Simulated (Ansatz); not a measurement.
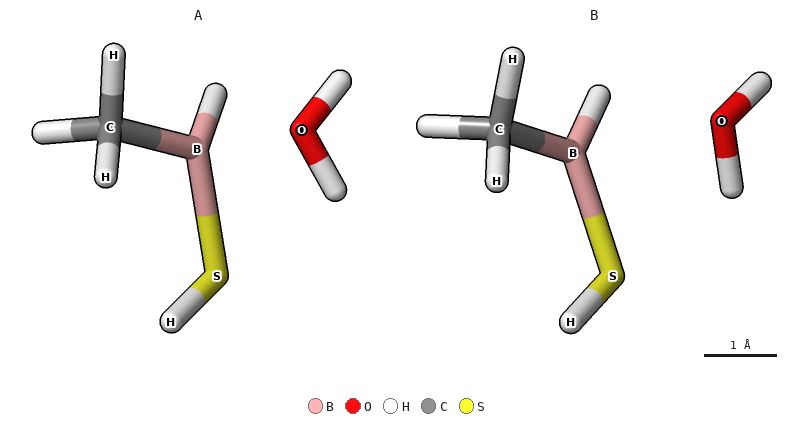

Two geometries of CH7BOS, drawn at one scale. One is the start of a relaxation, the other its converged end. The picture is a stick view, seen at a tilt.

Level of theory: RKS B3LYP-D4/6-31G* (Ansatz 0.2.0). Set-up: no spin polarisation; force threshold 0.03 eV/Å; at most 50 steps.

Which geometry has the lower energy?

Answer. Structure A is the relaxed one. The run prepares an end point of a later path (reaction) calculation, from a guessed geometry. The O atom moves most after the best rigid fit: 0.43 Å. Largest moves by element: O 0.43 Å, H 0.34 Å, B 0.34 Å, C 0.11 Å, S 0.01 Å. Near-neighbour distances that change, for instance: B–O 2.606 → 1.840 Å, B–S 1.867 → 1.889 Å, B–C 1.563 → 1.583 Å, H–O 0.988 → 0.978 Å. Bond angles that change, for instance: C–B–S 123.5° → 119.1°, C–B–H 123.6° → 119.8°, H–O–H 103.4° → 105.7°. The energy falls by 10.2 kJ/mol in 8 accepted moves (9 points after the start). Largest force component: 0.7 eV/Å at the start, 0.018 eV/Å at the end. The line search rejected the trial step at point 1 of the run.

Limits of the set-up: the start holds two separate molecules, 2.6 Å apart at their closest, whose relative position is a soft coordinate.
